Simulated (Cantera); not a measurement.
Feed: 1 mol SiH2Cl2, a varied amount of N2, equilibrated at 1027 °C and 0.133 bar.

Equilibrium computed with Cantera from the NASA thermochemical tables; the gas is ideal and each condensed phase is pure. Candidate condensed phases: NH4Cl, Si, Si3N4; 28 gas species. N2 is the only nitrogen source here; it is nearly inert below about 1500 K, so the nitride shown seldom forms there in practice. The tables' values for SiCl3 are old estimates; treat these amounts as uncertain. Kinetics and transport are ignored.

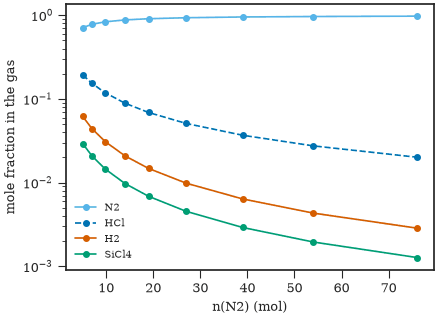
Fig. 1. Equilibrium gas composition (values under 1e-9 drawn at 1e-9)

Problem. Read off the mole fractions at 39 mol N2.

Solution. N2 about 0.95, HCl about 0.037, H2 about 0.0064, SiCl4 about 0.0029.
